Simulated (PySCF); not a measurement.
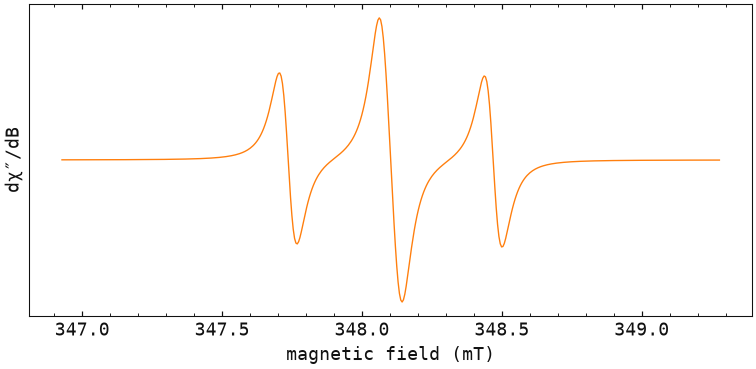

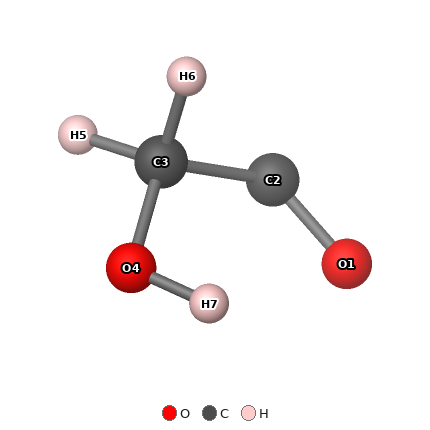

First-order isotropic EPR spectrum (fast tumbling, first derivative) of C₂H₃O₂ (Cc-HOCH2CO radical), SMILES O=[C]CO, doublet at 9.75 GHz, Lorentzian lines of 0.10 mT full width at half height, from computed g and hyperfine couplings (B3LYP/pcH-1 (IGLO-III on C and IGLO-III on O) in PySCF, at a PBE0-D3(BJ)/def2-SVP geometry (no frequency check), gas phase); values of one conformer, averaged over methyl-type rotors alone; other conformers aren't averaged in; no vibrational averaging; dilute isotopes left out. The SMILES is one Lewis form and needn't show where the spin sits.

**Which couplings does the calculation give? The spectrum shows the sizes of those above the line width, not their signs.**

```
nuclei  isotope  a (mT)  a (MHz)
    H5       ¹H   −0.38    −10.7
    H6       ¹H   −0.35     −9.8
    H7       ¹H    0.01      0.3
```

**What is the g value, and how wide is the spectrum?**

g_iso = 2.0012, which centres the spectrum at 348.1 mT; it spans 0.8 mT.
